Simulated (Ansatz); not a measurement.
# HF···CH6Si (SMILES F.C[SiH3]): what the fields show

Input file:

```
crystal:
  periodic: [false, false, false]
  atoms:
    - {symbol: F, position_ang: [-0.605301, 1.034457, -2.471940]}
    - {symbol: H, position_ang: [-0.779103, 0.275102, -1.967353]}
    - {symbol: C, position_ang: [0.322872, 0.768213, 0.861531]}
    - {symbol: Si, position_ang: [0.058572, -0.990071, 0.301444]}
    - {symbol: H, position_ang: [1.011504, 0.800507, 1.708661]}
    - {symbol: H, position_ang: [-0.620819, 1.221992, 1.171595]}
    - {symbol: H, position_ang: [0.740278, 1.371455, 0.052872]}
    - {symbol: H, position_ang: [1.323588, -1.631482, -0.138159]}
    - {symbol: H, position_ang: [-0.876112, -1.025387, -0.872747]}
    - {symbol: H, position_ang: [-0.575477, -1.824585, 1.354095]}
basis:
  gaussian: {orbitals: "def2-TZVPPD.json"}
hamiltonian: {xc: pbe0, dispersion: d4}
output: {orbitals: {seedname: orbitals}}
```

Command:

```sh
ansatz run in.yaml --threads 4 --pin off --events-out ev --progress --plain --max-ram 9574MiB
```

Geometry: PBE0-D4/def2-TZVP.

Level of theory: RKS PBE0-D4/def2-TZVPPD (Ansatz 0.2.0).

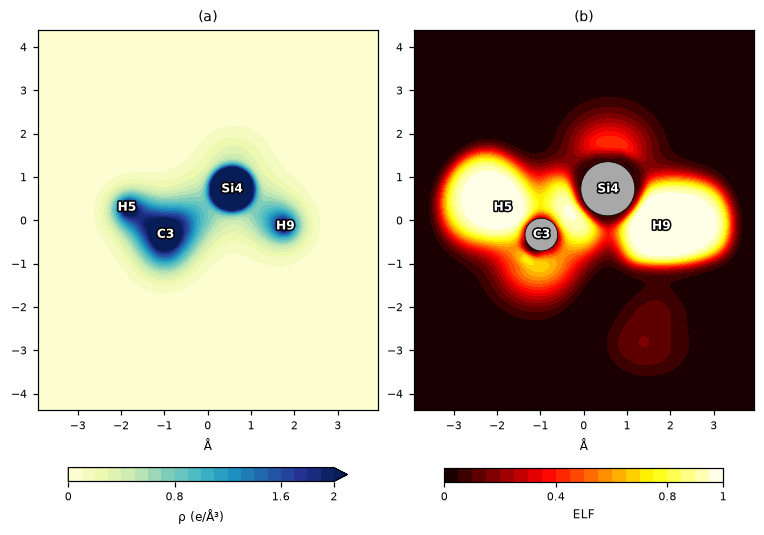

Figure 1. (a) total electron density; (b) ELF on the plane of atoms Si4, C3 and H5. Grey discs cover the atomic cores in the ELF map.

**Interpret the plot.**

Atoms in the plane: C, Si and H. C–Si (1.86 Å): the density is about 0.98 e/Å³ at the midpoint; the ELF peaks at about 0.95 between the atoms (a shared electron pair). C–H (1.09 Å): ρ is about 2 e/Å³ halfway; the ELF climbs to about 1 towards the hydrogen, as it does in any bond to H (a covalent bond by its length). Si–H (1.50 Å): ρ at the midpoint is about 0.77 e/Å³; the ELF climbs to about 1 towards the hydrogen.

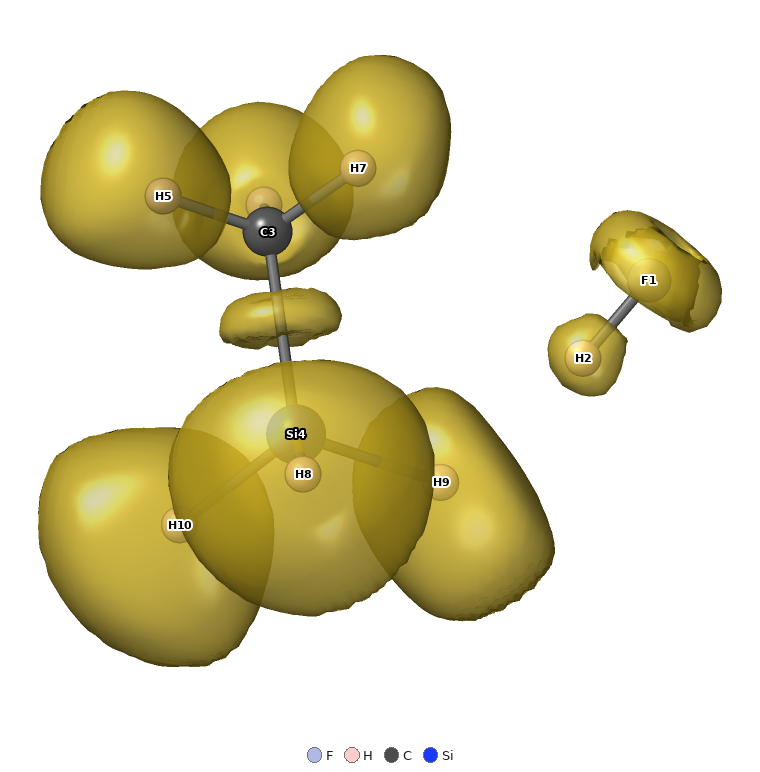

Figure 2. Isosurface of the electron localisation function at 0.85 (yellow), seen across its widest extent. Core shells and regions of very low density are left out.

**Identify the bonds, lone pairs and shells in this picture.**

The ELF exceeds this value in one region between bonded C–Si atoms (shared pairs), seven regions around hydrogen nuclei and one region wrapped around F (its lone pairs, merged into a ring or cap). Profiles from the grid: H2···H9 (1.70 Å): the ELF dips to about 0.15 between them.

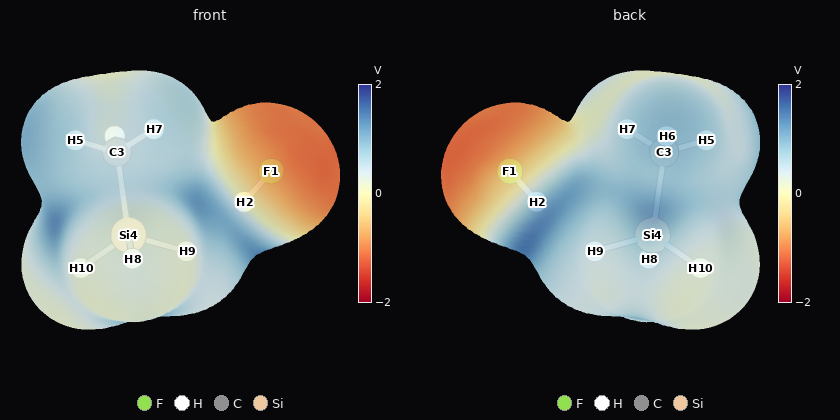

Figure 3. The electrostatic potential painted on the density surface at 0.002 e/bohr³, seen from the front and from behind; the colour scale runs from red (negative) to blue (positive).

**Where is the surface potential most negative and most positive?**

The most negative region (about −1.2 V) lies over F1, the most positive (about +1.5 V) over H2.
